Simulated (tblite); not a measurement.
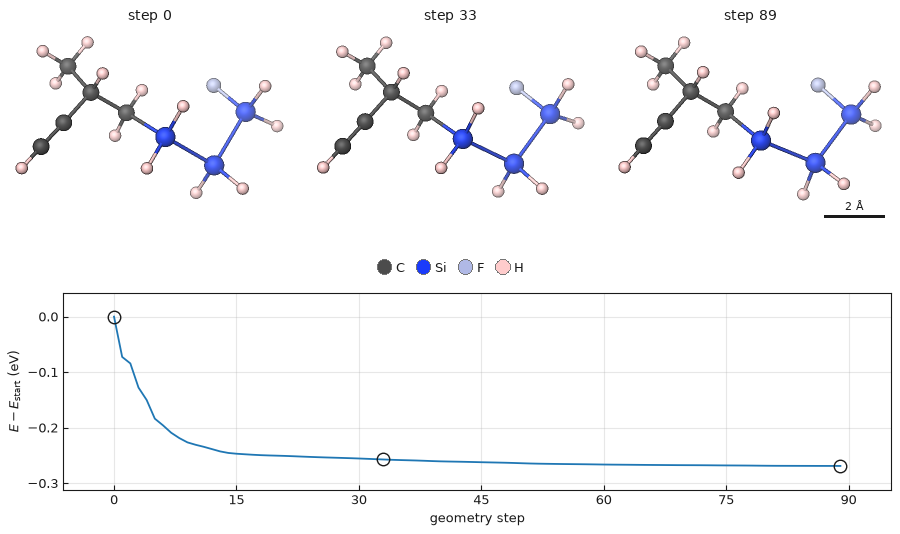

Frames of a relaxation of C₅H₁₃FSi₃, marked on the history of the run. The picture is a ball-and-stick view, seen at a tilt.

These are results of GFN2-xTB geometry optimisation, gas phase (tblite 0.8.0), not measurements. 

Q: What happens along the run?

A: Over 89 geometry steps the energy falls by 0.269 eV. The atom that moves furthest after the best rigid fit is an H atom (0.43 Å). By element the largest moves are H 0.43 Å, Si 0.21 Å, F 0.18 Å, C 0.09 Å. Near-neighbour distances that change, for instance: H–Si 1.496 → 1.461 Å, C–C 1.483 → 1.452 Å, Si–Si 2.297 → 2.324 Å, C–H 1.114 → 1.088 Å. Among the angles between lasting bonds that change: Si–Si–Si 104.5° → 116.4°, Si–Si–H 110.6° → 119.8°, F–Si–H 108.5° → 102.0°. Cost: 0.89 s on 1 thread of Arm Neoverse V2, with other jobs on the host. From step 0 to 33: an H atom moves most (0.21 Å), energy −0.257 eV. From step 33 to 89: an H atom moves most (0.27 Å), energy −0.012 eV.
